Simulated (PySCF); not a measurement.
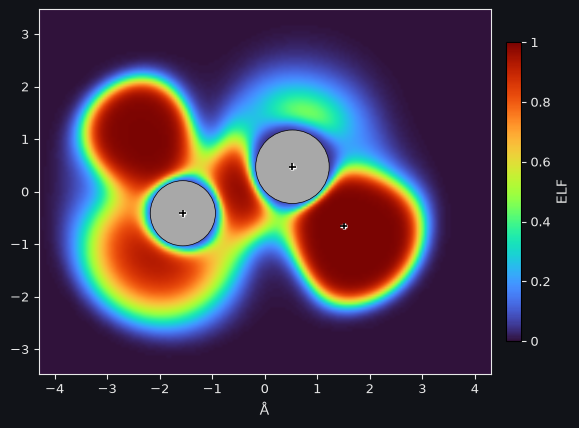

The ELF on a plane through atoms (crosses mark nuclei in the plane; grey discs cover the cores).

All numbers below come from PBE0/pcSseg-1, SCF density, gas phase, non-relativistic in PySCF.

Candidates:
A. H5PSi (SMILES [SiH3]P)
B. C4H4ClF2N
C. C9H11N2 (charge −1)

**Which candidate gave the map?**

Candidate A: H5PSi on the plane of atoms P2, Si1 and H4, which holds Si, P and H. Si–P (2.27 Å): the ELF peaks at about 0.95 between the atoms; localised, covalent bonding. Si–H (1.49 Å): the ELF climbs to about 1 towards the hydrogen, as it does in any bond to H.
